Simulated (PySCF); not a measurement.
# Sn, Sn+, Sn(2+): ionisation energies in x2c-TZVPPall plus 1 even-tempered diffuse shell per l

Aim: the ionisation energy of tin from differences of total energies, at each level of theory, and how far each lands from the tabulated value where there is one.

The numbers are computed with PySCF 2.14.0 (unrestricted determinants in a Gaussian basis, no spin-orbit coupling in the energies), except any that are marked as measured or tabulated.

## Step 1: What is computed

```
Element                                   : tin (Z = 50)
Basis                                     : x2c-TZVPPall with one added diffuse shell each of s, p, d, f type (9s7p5d3f, 76 functions)
Hamiltonian                               : the spin-free X2C one-electron Hamiltonian (Gaussian nucleus)
State 1                                   : Sn: [Kr] 4d10 5s2 5p2, high-spin 3P determinant
State 2                                   : Sn+: [Kr] 4d10 5s2 5p1, 2P determinant
State 3                                   : Sn(2+): [Kr] 4d10 5s2, closed-shell 1S
Methods                                   : UHF, LDA, PBE, PBE0, r2SCAN, B2PLYP, BLYP, wB97X-V, BHandHLYP, MP2
Core shells frozen in the correlated runs : valence: [Kr] 4d10; valence and next inner shell: [Ar] 3d10 (for Sn)
```

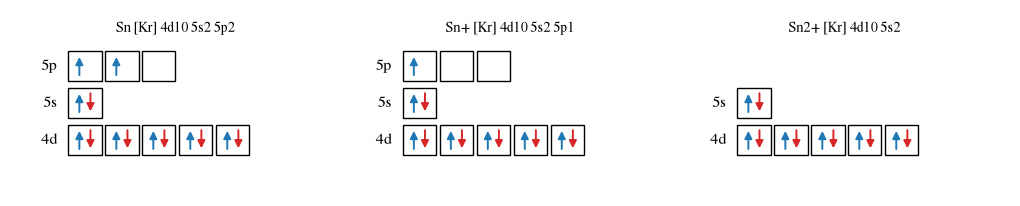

Outer shells as boxes.

One driver process ran all states and methods and kept the integrals in memory. Each run is shown as a PySCF script that sums up its settings (the driver passes frozen orbitals as a list and adds second-order terms of double hybrids); the logs are those of the runs themselves. The driver starts from symmetry-adapted Hartree-Fock orbitals, holds the occupation by maximum overlap and uses a logarithmic radial grid for functionals, so a plain start would take other cycles.

The integrals over 76 functions and the set-up took 1.6 s of CPU time.

## Step 2: Sn

UHF:

Input file input.py:

```python
from pyscf import gto, scf, dft, mp, cc
import basis_set_exchange as bse
mol = gto.M(atom="Sn 0 0 0", charge=0, spin=2, symmetry="D2h",
            basis=gto.basis.parse(bse.get_basis("x2c-TZVPPall", elements=["Sn"], fmt="nwchem", augment_diffuse=1)),
            nucmod="G")
mf = scf.UHF(mol).sfx2c1e()
mf.irrep_nelec = {'Ag': (9, 9), 'B1g': (2, 2), 'B2g': (2, 2), 'B3g': (2, 2), 'B1u': (4, 3), 'B2u': (4, 3), 'B3u': (3, 3)}
mf.kernel()
```

Output:

```text
damping factor = 0
level_shift factor = 0
DIIS = <class 'pyscf.scf.diis.CDIIS'>
diis_start_cycle = 1
diis_space = 10
diis_damp = 0
SCF conv_tol = 1e-09
SCF conv_tol_grad = None
number electrons alpha = 26  beta = 24
cycle= 1 E= -6173.74866971625  delta_E= -0.00252  |g|= 0.0158  |ddm|= 0.0725
cycle= 2 E= -6173.74901485436  delta_E= -0.000345  |g|= 0.00617  |ddm|= 0.0263
cycle= 3 E= -6173.74908170301  delta_E= -6.68e-05  |g|= 0.000567  |ddm|= 0.017
cycle= 4 E= -6173.74908231204  delta_E= -6.09e-07  |g|= 0.00021  |ddm|= 0.00181
cycle= 5 E= -6173.74908234678  delta_E= -3.47e-08  |g|= 4.67e-05  |ddm|= 0.000531
cycle= 6 E= -6173.74908235111  delta_E= -4.34e-09  |g|= 1.2e-05  |ddm|= 0.000254
cycle= 7 E= -6173.74908235145  delta_E= -3.37e-10  |g|= 1.35e-06  |ddm|= 9e-05
converged SCF energy = -6173.74908235145  <S^2> = 2.0116286  2S+1 = 3.0077424
```

CPU time 10 s on a shared host, the integrals not counted.

The occupied shells:

```
shell  electrons  mean orbital energy (eV)  spread (eV)  rms radius (bohr)
 1s α          1                  -29345.8            0             0.0333
 1s β          1                  -29345.8            0             0.0333
 2s β          1                   -4523.0            0              0.136
 2s α          1                   -4523.0            0              0.136
 2p α          3                   -4055.8        0.010              0.121
 2p β          3                   -4055.7        0.049              0.121
 3s α          1                   -912.76            0              0.361
 3s β          1                   -912.70            0              0.361
 3p α          3                   -755.98        0.018              0.362
 3p β          3                   -755.89        0.156              0.362
 3d α          5                   -513.95        0.097              0.341
 3d β          5                   -513.94        0.133              0.341
 4s α          1                   -160.08            0              0.874
 4s β          1                   -159.95            0              0.874
 4p α          3                   -110.27        0.066              0.950
 4p β          3                   -110.11        0.397              0.950
 4d α          5                   -35.652        0.308               1.19
 4d β          5                   -35.501        0.478               1.19
 5s α          1                   -15.642            0               2.66
 5s β          1                   -12.070            0               2.66
 5p α          2                    -7.266            0               3.47
```

⟨S²⟩ = 2.012, ⟨L²⟩ = 2.03.

Spin-orbit constants on these orbitals (cm⁻¹; bare nucleus, screened nucleus, mean field): 5p 2090, 2006, 1952. To first order in LS coupling the lowest level has J = 0 and lies 0.242 eV below the centre of the term.

LDA:

Changes to input.py:

```diff
@@ -5,3 +5,3 @@
             nucmod="G")
-mf = scf.UHF(mol).sfx2c1e()
+mf = dft.UKS(mol, xc="LDA,VWN").sfx2c1e()
 mf.irrep_nelec = {'Ag': (9, 9), 'B1g': (2, 2), 'B2g': (2, 2), 'B3g': (2, 2), 'B1u': (4, 3), 'B2u': (4, 3), 'B3u': (3, 3)}
```

Output:

```text
damping factor = 0
level_shift factor = 0
DIIS = <class 'pyscf.scf.diis.CDIIS'>
diis_start_cycle = 1
diis_space = 10
diis_damp = 0
SCF conv_tol = 1e-09
SCF conv_tol_grad = None
number electrons alpha = 26  beta = 24
XC functionals = LDA,VWN
    P. A. M. Dirac.,  Math. Proc. Cambridge Philos. Soc. 26, 376 (1930)
    F. Bloch.,  Z. Phys. 57, 545 (1929)
    S. H. Vosko, L. Wilk, and M. Nusair.,  Can. J. Phys. 58, 1200 (1980)
cycle= 1 E= -6170.45616202751  delta_E= -0.0221  |g|= 0.0744  |ddm|= 0.492
cycle= 2 E= -6170.4564127724  delta_E= -0.000251  |g|= 0.0512  |ddm|= 0.081
cycle= 3 E= -6170.45679856098  delta_E= -0.000386  |g|= 0.0108  |ddm|= 0.0426
cycle= 4 E= -6170.45682901587  delta_E= -3.05e-05  |g|= 0.000875  |ddm|= 0.0176
cycle= 5 E= -6170.45682944772  delta_E= -4.32e-07  |g|= 1.32e-05  |ddm|= 0.00244
cycle= 6 E= -6170.45682944786  delta_E= -1.46e-10  |g|= 1.11e-06  |ddm|= 4.6e-05
converged SCF energy = -6170.45682944786  <S^2> = 2.0008683  2S+1 = 3.0005788
```

It used 0.8 s of CPU time after the integrals (shared host).

PBE:

Changes to input.py:

```diff
@@ -5,3 +5,3 @@
             nucmod="G")
-mf = dft.UKS(mol, xc="LDA,VWN").sfx2c1e()
+mf = dft.UKS(mol, xc="PBE").sfx2c1e()
 mf.irrep_nelec = {'Ag': (9, 9), 'B1g': (2, 2), 'B2g': (2, 2), 'B3g': (2, 2), 'B1u': (4, 3), 'B2u': (4, 3), 'B3u': (3, 3)}
```

Output:

```text
damping factor = 0
level_shift factor = 0
DIIS = <class 'pyscf.scf.diis.CDIIS'>
diis_start_cycle = 1
diis_space = 10
diis_damp = 0
SCF conv_tol = 1e-09
SCF conv_tol_grad = None
number electrons alpha = 26  beta = 24
XC functionals = PBE
    J. P. Perdew, K. Burke, and M. Ernzerhof.,  Phys. Rev. Lett. 77, 3865 (1996)
    J. P. Perdew, K. Burke, and M. Ernzerhof.,  Phys. Rev. Lett. 78, 1396 (1997)
    J. P. Perdew, K. Burke, and M. Ernzerhof.,  Phys. Rev. Lett. 77, 3865 (1996)
    J. P. Perdew, K. Burke, and M. Ernzerhof.,  Phys. Rev. Lett. 78, 1396 (1997)
cycle= 1 E= -6176.03467144927  delta_E= -0.0144  |g|= 0.047  |ddm|= 0.397
cycle= 2 E= -6176.03480173103  delta_E= -0.00013  |g|= 0.0277  |ddm|= 0.0513
cycle= 3 E= -6176.0349076557  delta_E= -0.000106  |g|= 0.0073  |ddm|= 0.0237
cycle= 4 E= -6176.03492068303  delta_E= -1.3e-05  |g|= 0.000539  |ddm|= 0.0106
cycle= 5 E= -6176.03492083668  delta_E= -1.54e-07  |g|= 1.64e-05  |ddm|= 0.00141
cycle= 6 E= -6176.03492083697  delta_E= -2.89e-10  |g|= 1.12e-06  |ddm|= 5.42e-05
converged SCF energy = -6176.03492083697  <S^2> = 2.0017589  2S+1 = 3.0011724
```

CPU time 1.4 s on a shared host, the integrals not counted.

PBE0:

Changes to input.py:

```diff
@@ -5,3 +5,3 @@
             nucmod="G")
-mf = dft.UKS(mol, xc="PBE").sfx2c1e()
+mf = dft.UKS(mol, xc="PBE0").sfx2c1e()
 mf.irrep_nelec = {'Ag': (9, 9), 'B1g': (2, 2), 'B2g': (2, 2), 'B3g': (2, 2), 'B1u': (4, 3), 'B2u': (4, 3), 'B3u': (3, 3)}
```

Output:

```text
damping factor = 0
level_shift factor = 0
DIIS = <class 'pyscf.scf.diis.CDIIS'>
diis_start_cycle = 1
diis_space = 10
diis_damp = 0
SCF conv_tol = 1e-09
SCF conv_tol_grad = None
number electrons alpha = 26  beta = 24
XC functionals = PBE0
    C. Adamo and V. Barone.,  J. Chem. Phys. 110, 6158 (1999)
    M. Ernzerhof and G. E. Scuseria.,  J. Chem. Phys. 110, 5029 (1999)
cycle= 1 E= -6176.11956737263  delta_E= -0.00866  |g|= 0.0234  |ddm|= 0.282
cycle= 2 E= -6176.11964688295  delta_E= -7.95e-05  |g|= 0.00455  |ddm|= 0.0255
cycle= 3 E= -6176.11964989999  delta_E= -3.02e-06  |g|= 0.00194  |ddm|= 0.00465
cycle= 4 E= -6176.11965070024  delta_E= -8e-07  |g|= 0.000327  |ddm|= 0.00246
cycle= 5 E= -6176.11965074863  delta_E= -4.84e-08  |g|= 1.53e-05  |ddm|= 0.000507
cycle= 6 E= -6176.1196507489  delta_E= -2.64e-10  |g|= 3.16e-06  |ddm|= 4e-05
converged SCF energy = -6176.1196507489  <S^2> = 2.0031289  2S+1 = 3.0020852
```

It used 1.7 s of CPU time after the integrals (shared host).

r2SCAN:

Changes to input.py:

```diff
@@ -5,3 +5,3 @@
             nucmod="G")
-mf = dft.UKS(mol, xc="PBE0").sfx2c1e()
+mf = dft.UKS(mol, xc="R2SCAN").sfx2c1e()
 mf.irrep_nelec = {'Ag': (9, 9), 'B1g': (2, 2), 'B2g': (2, 2), 'B3g': (2, 2), 'B1u': (4, 3), 'B2u': (4, 3), 'B3u': (3, 3)}
```

Output:

```text
damping factor = 0
level_shift factor = 0
DIIS = <class 'pyscf.scf.diis.CDIIS'>
diis_start_cycle = 1
diis_space = 10
diis_damp = 0
SCF conv_tol = 1e-09
SCF conv_tol_grad = None
number electrons alpha = 26  beta = 24
XC functionals = R2SCAN
    J. W. Furness, A. D. Kaplan, J. Ning, J. P. Perdew, and J. Sun.,  J. Phys. Chem. Lett. 11, 8208-8215 (2020)
    J. W. Furness, A. D. Kaplan, J. Ning, J. P. Perdew, and J. Sun.,  J. Phys. Chem. Lett. 11, 9248-9248 (2020)
    J. W. Furness, A. D. Kaplan, J. Ning, J. P. Perdew, and J. Sun.,  J. Phys. Chem. Lett. 11, 8208-8215 (2020)
    J. W. Furness, A. D. Kaplan, J. Ning, J. P. Perdew, and J. Sun.,  J. Phys. Chem. Lett. 11, 9248-9248 (2020)
cycle= 1 E= -6176.47628833438  delta_E= -0.00977  |g|= 0.0347  |ddm|= 0.306
cycle= 2 E= -6176.4764028097  delta_E= -0.000114  |g|= 0.017  |ddm|= 0.0348
cycle= 3 E= -6176.47644300423  delta_E= -4.02e-05  |g|= 0.00546  |ddm|= 0.0163
cycle= 4 E= -6176.47645019498  delta_E= -7.19e-06  |g|= 0.000436  |ddm|= 0.0066
cycle= 5 E= -6176.47645036072  delta_E= -1.66e-07  |g|= 4.95e-05  |ddm|= 0.00135
cycle= 6 E= -6176.47645036272  delta_E= -2e-09  |g|= 4.63e-06  |ddm|= 0.000168
cycle= 7 E= -6176.47645036275  delta_E= -3.09e-11  |g|= 3.86e-07  |ddm|= 4.23e-05
converged SCF energy = -6176.47645036275  <S^2> = 2.0048553  2S+1 = 3.0032351
```

CPU time 3.3 s on a shared host, the integrals not counted.

B2PLYP:

Changes to input.py:

```diff
@@ -5,3 +5,3 @@
             nucmod="G")
-mf = dft.UKS(mol, xc="R2SCAN").sfx2c1e()
+mf = dft.UKS(mol, xc="0.53*HF + 0.47*B88, 0.73*LYP").sfx2c1e()
 mf.irrep_nelec = {'Ag': (9, 9), 'B1g': (2, 2), 'B2g': (2, 2), 'B3g': (2, 2), 'B1u': (4, 3), 'B2u': (4, 3), 'B3u': (3, 3)}
```

Output:

```text
damping factor = 0
level_shift factor = 0
DIIS = <class 'pyscf.scf.diis.CDIIS'>
diis_start_cycle = 1
diis_space = 10
diis_damp = 0
SCF conv_tol = 1e-09
SCF conv_tol_grad = None
number electrons alpha = 26  beta = 24
XC functionals = 0.53*HF + 0.47*B88, 0.73*LYP
    A. D. Becke.,  Phys. Rev. A 38, 3098 (1988)
    C. Lee, W. Yang, and R. G. Parr.,  Phys. Rev. B 37, 785 (1988)
    B. Miehlich, A. Savin, H. Stoll, and H. Preuss.,  Chem. Phys. Lett. 157, 200 (1989)
cycle= 1 E= -6175.76635116655  delta_E= -0.00483  |g|= 0.0185  |ddm|= 0.185
cycle= 2 E= -6175.76646636684  delta_E= -0.000115  |g|= 0.00539  |ddm|= 0.0329
cycle= 3 E= -6175.76647535433  delta_E= -8.99e-06  |g|= 0.0025  |ddm|= 0.00631
cycle= 4 E= -6175.76647723248  delta_E= -1.88e-06  |g|= 0.00038  |ddm|= 0.00373
cycle= 5 E= -6175.76647731569  delta_E= -8.32e-08  |g|= 2.66e-05  |ddm|= 0.000692
cycle= 6 E= -6175.76647731689  delta_E= -1.2e-09  |g|= 1.93e-06  |ddm|= 9.59e-05
cycle= 7 E= -6175.7664773169  delta_E= -1.09e-11  |g|= 2.76e-07  |ddm|= 1.08e-05
converged SCF energy = -6175.7664773169  <S^2> = 2.004526  2S+1 = 3.0030158
```

It used 2.1 s of CPU time after the integrals (shared host).

Script and log cover the SCF part. The PT2 part, added by the driver, -0.05398 hartree before scaling by 0.27, brings the total to -6175.781052 hartree.

BLYP:

Changes to input.py:

```diff
@@ -5,3 +5,3 @@
             nucmod="G")
-mf = dft.UKS(mol, xc="0.53*HF + 0.47*B88, 0.73*LYP").sfx2c1e()
+mf = dft.UKS(mol, xc="BLYP").sfx2c1e()
 mf.irrep_nelec = {'Ag': (9, 9), 'B1g': (2, 2), 'B2g': (2, 2), 'B3g': (2, 2), 'B1u': (4, 3), 'B2u': (4, 3), 'B3u': (3, 3)}
```

Output:

```text
damping factor = 0
level_shift factor = 0
DIIS = <class 'pyscf.scf.diis.CDIIS'>
diis_start_cycle = 1
diis_space = 10
diis_damp = 0
SCF conv_tol = 1e-09
SCF conv_tol_grad = None
number electrons alpha = 26  beta = 24
XC functionals = BLYP
    A. D. Becke.,  Phys. Rev. A 38, 3098 (1988)
    C. Lee, W. Yang, and R. G. Parr.,  Phys. Rev. B 37, 785 (1988)
    B. Miehlich, A. Savin, H. Stoll, and H. Preuss.,  Chem. Phys. Lett. 157, 200 (1989)
cycle= 1 E= -6176.66016942729  delta_E= -0.0163  |g|= 0.0594  |ddm|= 0.436
cycle= 2 E= -6176.66030778876  delta_E= -0.000138  |g|= 0.0436  |ddm|= 0.0659
cycle= 3 E= -6176.66059989748  delta_E= -0.000292  |g|= 0.00788  |ddm|= 0.0364
cycle= 4 E= -6176.66061728205  delta_E= -1.74e-05  |g|= 0.000692  |ddm|= 0.0137
cycle= 5 E= -6176.66061758429  delta_E= -3.02e-07  |g|= 1.25e-05  |ddm|= 0.00204
cycle= 6 E= -6176.66061758446  delta_E= -1.7e-10  |g|= 1.06e-06  |ddm|= 4.17e-05
converged SCF energy = -6176.66061758446  <S^2> = 2.0011622  2S+1 = 3.0007747
```

It used 1.4 s of CPU time after the integrals (shared host).

wB97X-V:

Changes to input.py:

```diff
@@ -5,3 +5,3 @@
             nucmod="G")
-mf = dft.UKS(mol, xc="BLYP").sfx2c1e()
+mf = dft.UKS(mol, xc="WB97X_V").sfx2c1e()
 mf.irrep_nelec = {'Ag': (9, 9), 'B1g': (2, 2), 'B2g': (2, 2), 'B3g': (2, 2), 'B1u': (4, 3), 'B2u': (4, 3), 'B3u': (3, 3)}
```

Output:

```text
damping factor = 0
level_shift factor = 0
DIIS = <class 'pyscf.scf.diis.CDIIS'>
diis_start_cycle = 1
diis_space = 10
diis_damp = 0
SCF conv_tol = 1e-09
SCF conv_tol_grad = None
number electrons alpha = 26  beta = 24
XC functionals = WB97X_V
    N. Mardirossian and M. Head-Gordon.,  Phys. Chem. Chem. Phys. 16, 9904-9924 (2014)
NLC functional = WB97X_V
cycle= 1 E= -6176.16104755507  delta_E= -0.0092  |g|= 0.0279  |ddm|= 0.21
cycle= 2 E= -6176.16126651648  delta_E= -0.000219  |g|= 0.00807  |ddm|= 0.0497
cycle= 3 E= -6176.16128523144  delta_E= -1.87e-05  |g|= 0.00373  |ddm|= 0.00905
cycle= 4 E= -6176.1612891955  delta_E= -3.96e-06  |g|= 0.000565  |ddm|= 0.00557
cycle= 5 E= -6176.16128941952  delta_E= -2.24e-07  |g|= 5.44e-05  |ddm|= 0.0012
cycle= 6 E= -6176.16128942488  delta_E= -5.36e-09  |g|= 4.84e-06  |ddm|= 0.000193
cycle= 7 E= -6176.16128942492  delta_E= -4.55e-11  |g|= 5.95e-07  |ddm|= 1.52e-05
converged SCF energy = -6176.16128942492  <S^2> = 2.0036611  2S+1 = 3.0024398
```

It used 4 s of CPU time after the integrals (shared host).

BHandHLYP:

Changes to input.py:

```diff
@@ -5,3 +5,3 @@
             nucmod="G")
-mf = dft.UKS(mol, xc="WB97X_V").sfx2c1e()
+mf = dft.UKS(mol, xc="BHANDHLYP").sfx2c1e()
 mf.irrep_nelec = {'Ag': (9, 9), 'B1g': (2, 2), 'B2g': (2, 2), 'B3g': (2, 2), 'B1u': (4, 3), 'B2u': (4, 3), 'B3u': (3, 3)}
```

Output:

```text
damping factor = 0
level_shift factor = 0
DIIS = <class 'pyscf.scf.diis.CDIIS'>
diis_start_cycle = 1
diis_space = 10
diis_damp = 0
SCF conv_tol = 1e-09
SCF conv_tol_grad = None
number electrons alpha = 26  beta = 24
XC functionals = BHANDHLYP
    A. D. Becke.,  J. Chem. Phys. 98, 1372 (1993)
    Defined through Gaussian implementation.
cycle= 1 E= -6176.45706393364  delta_E= -0.00544  |g|= 0.0166  |ddm|= 0.213
cycle= 2 E= -6176.4571629247  delta_E= -9.9e-05  |g|= 0.00226  |ddm|= 0.0286
cycle= 3 E= -6176.45716727145  delta_E= -4.35e-06  |g|= 0.00083  |ddm|= 0.006
cycle= 4 E= -6176.45716758817  delta_E= -3.17e-07  |g|= 0.000395  |ddm|= 0.00191
cycle= 5 E= -6176.45716762712  delta_E= -3.9e-08  |g|= 2.26e-05  |ddm|= 0.00046
cycle= 6 E= -6176.4571676279  delta_E= -7.79e-10  |g|= 1.62e-06  |ddm|= 8.73e-05
converged SCF energy = -6176.4571676279  <S^2> = 2.003553  2S+1 = 3.0023678
```

It used 1.7 s of CPU time after the integrals (shared host).

## Step 3: Sn, continued

MP2 (valence):

input.py, as its differences from that of step 2:

```diff
@@ -5,4 +5,5 @@
             nucmod="G")
-mf = dft.UKS(mol, xc="BHANDHLYP").sfx2c1e()
+mf = scf.UHF(mol).sfx2c1e()
 mf.irrep_nelec = {'Ag': (9, 9), 'B1g': (2, 2), 'B2g': (2, 2), 'B3g': (2, 2), 'B1u': (4, 3), 'B2u': (4, 3), 'B3u': (3, 3)}
 mf.kernel()
+mp.UMP2(mf, frozen=23).kernel()
```

The driver printed no log here.

CPU time 0.2 s on a shared host, the integrals not counted.

With 4 electrons correlated, the MP2 correlation energy is -0.04254 hartree (-0.00746 same spin, -0.03509 opposite spin); the SCS form gives -0.04459. Largest pairs of shells: 5s-5p -0.0254, 5s-5s -0.0131, 5p-5p -0.0041.

MP2 (valence and next inner shell):

Changes to input.py:

```diff
@@ -8,2 +8,2 @@
 mf.kernel()
-mp.UMP2(mf, frozen=23).kernel()
+mp.UMP2(mf, frozen=14).kernel()
```

The driver printed no log here.

CPU time 0.42 s on a shared host, the integrals not counted.

With 22 electrons correlated, the MP2 correlation energy is -0.38138 hartree (-0.13461 same spin, -0.24677 opposite spin); the SCS form gives -0.34099. Largest pairs of shells: 4d-4d -0.1610, 4d-5s -0.0551, 4p-4d -0.0510, 4d-5p -0.0273, 5s-5p -0.0254.

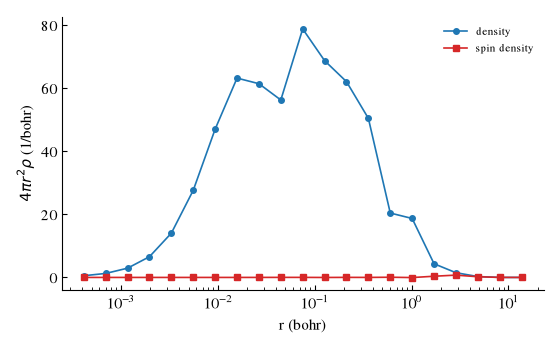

Radial density 4πr²ρ of Sn at UHF, without picture-change correction, at 21 stored radii joined by straight lines.

[end of part 1 of 3]
